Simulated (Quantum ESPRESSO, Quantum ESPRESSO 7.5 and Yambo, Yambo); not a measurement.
# ZrSe3 (P2_1/m): G0W0 with Yambo, start to end

Wanted: ground state, empty states, screening and self-energy for ZrSe3 (P2_1/m).

Main program and level: Quantum ESPRESSO 7.5 and Yambo 5.3.0; PBEsol and many-body steps on it, plane waves.

## 1. Set-up

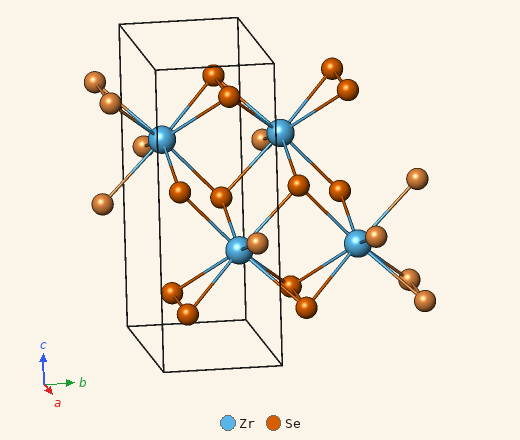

Start, viewed slightly off an axis; zirconium blue, selenium orange. 1×2×1 cells are drawn. Some periodic images of atoms are drawn too.

The cell and positions come from the Crystallography Open Database and are kept as given unless a step says otherwise.

## 2. Ground state

This step: Quantum ESPRESSO 7.5; DFT, PBEsol, plane waves, norm-conserving pseudopotentials.

The ground-state density comes first.

pw.in reads:

```
&control
  calculation = 'scf'
  prefix = 'x'
  outdir = 'o'
  pseudo_dir = 'pseudo'
/
&system
  ibrav = 0
  nat = 8
  ntyp = 2
  ecutwfc = 104.0
  nbnd = 92
  force_symmorphic = .true.
/
&electrons
  conv_thr = 1e-10
  electron_maxstep = 80
  mixing_beta = 0.5
/
ATOMIC_SPECIES
  Zr 91.224 Zr.upf
  Se 78.971 Se.upf
CELL_PARAMETERS angstrom
  5.4109000000 -0.0000000000 -0.0000000000
  -0.0000000000 3.7488000000 0.0000000000
  -1.2294209091 0.0000000000 9.3636349901
ATOMIC_POSITIONS crystal
  Zr 0.2850000000 0.2500000000 0.6560000000
  Zr 0.7150000000 0.7500000000 0.3440000000
  Se 0.7620000000 0.2500000000 0.5540000000
  Se 0.2380000000 0.7500000000 0.4460000000
  Se 0.4560000000 0.2500000000 0.1740000000
  Se 0.5440000000 0.7500000000 0.8260000000
  Se 0.8880000000 0.2500000000 0.1690000000
  Se 0.1120000000 0.7500000000 0.8310000000
K_POINTS automatic
  4 6 2 0 0 0
```

Command:

```
$ OMP_NUM_THREADS=1 mpirun -n 8 pw.x -nk 8 -in pw.in > pw.out
```

The log of the run:

```text
Program PWSCF v.7.5 starts

     This program is part of the open-source Quantum ESPRESSO suite
     for quantum simulation of materials; please cite
         "P. Giannozzi et al., J. Phys.:Condens. Matter 21 395502 (2009);
         "P. Giannozzi et al., J. Phys.:Condens. Matter 29 465901 (2017);
         "P. Giannozzi et al., J. Chem. Phys. 152 154105 (2020);
     in publications or presentations arising from this work. More details at
     Message from routine setup:
     using ibrav=0 with symmetry is DISCOURAGED, use correct ibrav instead

     G-vector sticks info

     bravais-lattice index     =            0
     lattice parameter (alat)  =      10.2251  a.u.
     unit-cell volume          =    1281.7486 (a.u.)^3
     number of atoms/cell      =            8
     number of atomic types    =            2
     number of electrons       =       168.00
     number of Kohn-Sham states=           92
     kinetic-energy cutoff     =     104.0000  Ry
     charge density cutoff     =     416.0000  Ry
     scf convergence threshold =      1.0E-10
     mixing beta               =       0.5000
     number of iterations used =            8  plain     mixing
     Exchange-correlation= PBESOL
                           (   1   4  10   8   0   0   0)

     celldm(1)=  10.225119  celldm(2)=   0.000000  celldm(3)=   0.000000
     celldm(4)=   0.000000  celldm(5)=   0.000000  celldm(6)=   0.000000

     crystal axes: (cart. coord. in units of alat)
               a(1) = (   1.000000  -0.000000  -0.000000 )
               a(2) = (  -0.000000   0.692824   0.000000 )
               a(3) = (  -0.227212   0.000000   1.730513 )

     reciprocal axes: (cart. coord. in units 2 pi/alat)
               b(1) = (  1.000000  0.000000  0.131297 )
               b(2) = (  0.000000  1.443369  0.000000 )
               b(3) = (  0.000000  0.000000  0.577863 )
     Pseudo is Norm-conserving + core correction, Zval = 12.0
     Generated using ONCVPSP code by D. R. Hamann
     Using radial grid of 1604 points,  6 beta functions with:
     Pseudo is Norm-conserving + core correction, Zval = 24.0
     Generated using ONCVPSP code by D. R. Hamann
     Using radial grid of 1198 points,  6 beta functions with:
     Zr               12.00    91.22400     Zr( 1.00)
     Se               24.00    78.97100     Se( 1.00)

      2 Sym. Ops., with inversion, found

   Cartesian axes

     site n.     atom                  positions (alat units)
         1        Zr     tau(   1) = (   0.1359490   0.1732059   1.1352168  )
         2        Zr     tau(   2) = (   0.6368391   0.5196178   0.5952966  )
         3        Se     tau(   3) = (   0.6361246   0.1732059   0.9587044  )
         4        Se     tau(   4) = (   0.1366635   0.5196178   0.7718090  )
         5        Se     tau(   5) = (   0.4164651   0.1732059   0.3011093  )
         6        Se     tau(   6) = (   0.3563230   0.5196178   1.4294041  )
         7        Se     tau(   7) = (   0.8496012   0.1732059   0.2924568  )
         8        Se     tau(   8) = (  -0.0768131   0.5196178   1.4380566  )

     number of k points=    28
                       cart. coord. in units 2pi/alat
        k(    1) = (   0.0000000   0.0000000   0.0000000), wk =   0.0416667
        k(    2) = (   0.0000000   0.0000000  -0.2889316), wk =   0.0416667
        k(    3) = (   0.0000000   0.2405614   0.0000000), wk =   0.0833333
        k(    4) = (   0.0000000   0.2405614  -0.2889316), wk =   0.0833333
        k(    5) = (   0.0000000   0.4811228   0.0000000), wk =   0.0833333
        k(    6) = (   0.0000000   0.4811228  -0.2889316), wk =   0.0833333
        k(    7) = (   0.0000000  -0.7216843   0.0000000), wk =   0.0416667
        k(    8) = (   0.0000000  -0.7216843  -0.2889316), wk =   0.0416667
        k(    9) = (   0.2500000   0.0000000   0.0328243), wk =   0.0833333
        k(   10) = (   0.2500000   0.0000000  -0.2561072), wk =   0.0833333
     [... 16 further rows ...]
        k(   27) = (  -0.2500000   0.4811228  -0.0328243), wk =   0.0833333
        k(   28) = (  -0.2500000   0.4811228   0.2561072), wk =   0.0833333

     Dense  grid:   183623 G-vectors     FFT dimensions: (  72,  45, 120)

     Initial potential from superposition of free atoms

     starting charge     167.9953, renormalised to     168.0000
     Starting wfcs are   98 randomized atomic wfcs

     per-process dynamical memory:   310.5 Mb

     Self-consistent Calculation

     iteration #  1     ecut=   104.00 Ry     beta= 0.50

     Threshold (ethr) on eigenvalues was too large:
     Diagonalizing with lowered threshold

     total energy              =   -4260.05157698 Ry
     estimated scf accuracy    <       0.27108864 Ry

     iteration #  2     ecut=   104.00 Ry     beta= 0.50

     total energy              =   -4260.04153124 Ry
     estimated scf accuracy    <       0.47743709 Ry

     iteration #  3     ecut=   104.00 Ry     beta= 0.50

     total energy              =   -4260.12559272 Ry
     estimated scf accuracy    <       0.05148899 Ry

     iteration #  4     ecut=   104.00 Ry     beta= 0.50

     total energy              =   -4260.13215999 Ry
     estimated scf accuracy    <       0.00527845 Ry

     iteration #  5     ecut=   104.00 Ry     beta= 0.50

     total energy              =   -4260.13293116 Ry
     estimated scf accuracy    <       0.00032202 Ry

     iteration #  6     ecut=   104.00 Ry     beta= 0.50

     total energy              =   -4260.13297176 Ry
     estimated scf accuracy    <       0.00002967 Ry

     iteration #  7     ecut=   104.00 Ry     beta= 0.50

     total energy              =   -4260.13297607 Ry
     estimated scf accuracy    <       0.00000184 Ry

     iteration #  8     ecut=   104.00 Ry     beta= 0.50

     total energy              =   -4260.13297638 Ry
     estimated scf accuracy    <       0.00000027 Ry

     iteration #  9     ecut=   104.00 Ry     beta= 0.50

     total energy              =   -4260.13297643 Ry
     estimated scf accuracy    <       0.00000003 Ry

     iteration # 10     ecut=   104.00 Ry     beta= 0.50

     total energy              =   -4260.13297644 Ry
     estimated scf accuracy    <          5.7E-09 Ry

     iteration # 11     ecut=   104.00 Ry     beta= 0.50

     total energy              =   -4260.13297644 Ry
     estimated scf accuracy    <          9.2E-10 Ry

     iteration # 12     ecut=   104.00 Ry     beta= 0.50

     End of self-consistent calculation

          k = 0.0000 0.0000 0.0000 ( 22959 PWs)   bands (ev):

  -197.1565-197.1565-197.1420-197.1420-196.3596-196.3596-136.9919-136.9919
  -136.9784-136.9784-136.7591-136.7591-136.7526-136.7526-136.7431-136.7431
  -136.7368-136.7368-136.0461-136.0461-136.0392-136.0392-136.0249-136.0249
   -38.4723 -38.4717 -37.4172 -37.4172 -37.3246 -37.3246 -37.3118 -37.3118
   -37.3064 -37.3063 -37.2790 -37.2790 -37.2707 -37.2707 -37.0860 -37.0858
   -37.0826 -37.0826 -37.0679 -37.0678 -37.0649 -37.0648 -36.4466 -36.4451
   -36.4433 -36.4431 -36.4295 -36.4287 -36.4282 -36.4265 -36.4198 -36.4194
   -16.6357 -16.6070 -16.5265 -16.5199 -16.4585 -16.4404  -4.4153  -4.0883
    -2.4080  -1.3772  -0.5626  -0.5406   4.5168   4.8776   5.8356   5.9862
     6.1655   7.3504   7.5153   7.9998   8.5120   9.4022   9.6622   9.8077
     9.8205   9.9269  10.3966  10.5071  11.1681  11.5509  13.1795  13.3778
    13.5624  13.6668  14.0145  14.0699

          k = 0.0000 0.0000-0.2889 ( 23008 PWs)   bands (ev):

  -197.1565-197.1565-197.1420-197.1420-196.3596-196.3596-136.9919-136.9919
  -136.9784-136.9784-136.7591-136.7591-136.7526-136.7526-136.7431-136.7431
  -136.7368-136.7368-136.0461-136.0461-136.0392-136.0392-136.0249-136.0249
   -38.4723 -38.4717 -37.4172 -37.4172 -37.3246 -37.3246 -37.3118 -37.3118
   -37.3064 -37.3063 -37.2790 -37.2790 -37.2707 -37.2707 -37.0860 -37.0858
[...]
13.5825  13.6817  13.8918  14.0385

          k = 0.0000 0.2406 0.0000 ( 22977 PWs)   bands (ev):

  -197.1565-197.1565-197.1420-197.1420-196.3596-196.3596-136.9919-136.9919
  -136.9784-136.9784-136.7591-136.7591-136.7526-136.7526-136.7431-136.7431
  -136.7368-136.7368-136.0461-136.0461-136.0392-136.0392-136.0249-136.0249
[...]
-36.4433 -36.4432 -36.4293 -36.4285 -36.4280 -36.4266 -36.4196 -36.4193
   -16.6244 -16.6028 -16.5646 -16.5627 -16.4527 -16.4370  -4.2927  -4.0262
    -2.3316  -1.3674  -0.5069  -0.4878   4.6677   4.8369   5.9580   6.1228
     6.2041   7.0365   7.3921   7.8580   7.9148   9.1147   9.3508   9.4040
     9.4906   9.6469   9.6471   9.9554  11.8204  12.1506  13.3036  13.4275
    13.4714  13.6249  13.8086  13.8945

          k = 0.0000 0.2406-0.2889 ( 22960 PWs)   bands (ev):

     [... further k-points ...]

     highest occupied, lowest unoccupied level (ev):    10.5071   10.8283

!    total energy              =   -4260.13297644 Ry
     estimated scf accuracy    <          6.7E-11 Ry

     The total energy is the sum of the following terms:
     one-electron contribution =   -3765.49580427 Ry
     hartree contribution      =    1746.79974119 Ry
     xc contribution           =    -382.63172040 Ry
     ewald contribution        =   -1858.80519295 Ry

     convergence has been achieved in  12 iterations

     XML data file, charge density, pseudopotentials, collected wavefunctions

=------------------------------------------------------------------------------=
   JOB DONE.
=------------------------------------------------------------------------------=
```

Elapsed: 4.3 min, on 8 MPI ranks of Arm Neoverse V2, shared host; peak memory 3.6 GiB; 30 min of CPU time.

Numbers from this step:

```
total energy               : -57962.0619 eV
gap                        : 0.3212 eV
k of the valence top       : 0, 0, 0
k of the conduction bottom : -0.5, 0.1667, 0
least direct gap           : 0.6027 eV
```

The gap is indirect, with the least direct gap 0.28 eV higher.

(Continued in part 2 of 3.)

[Paths, hosts, dates, memory and timing lines, banners, echoed tables and standing remarks are left out of the program output.]

[Logs are printed without paths, hosts, clocks, repeated set-up lines and the standing remarks that a program may print on its own settings, such as how far it seeks lower states.]

[Runs of the session that timed out or met a known fault of the program may be left out.]

[Hosts, paths, dates, database ids (printed as entryN), source tags and the programs' standing remarks are cut or masked in the printed files.]
